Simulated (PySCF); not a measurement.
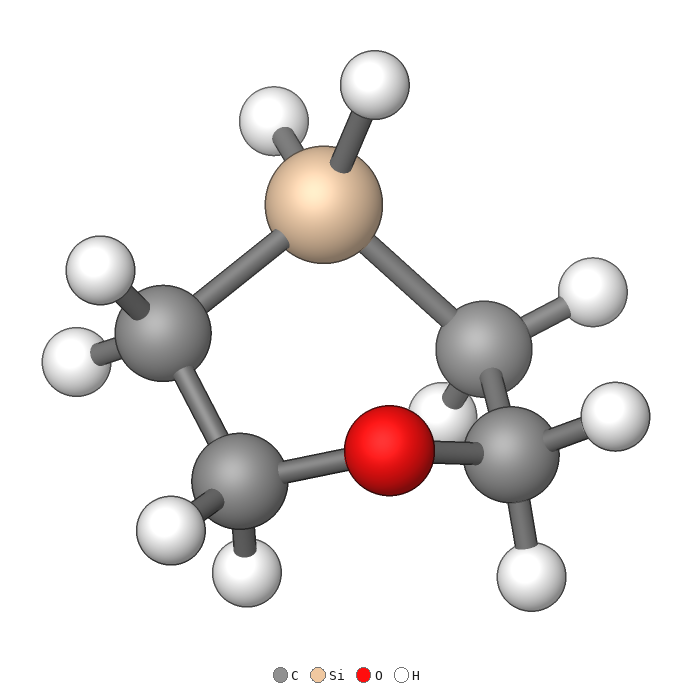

Computed geometry: PBE0-D3(BJ)/def2-SVP optimisation. No frequency run is at hand to confirm it as a minimum.

Give the structural formula.

SMILES: C1C[SiH2]CCO1

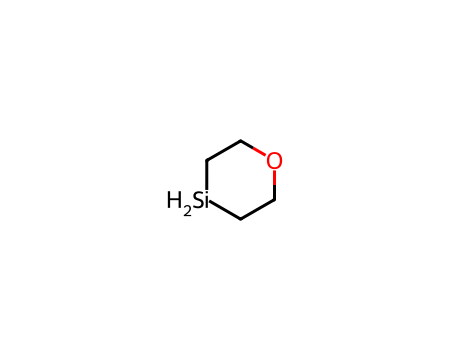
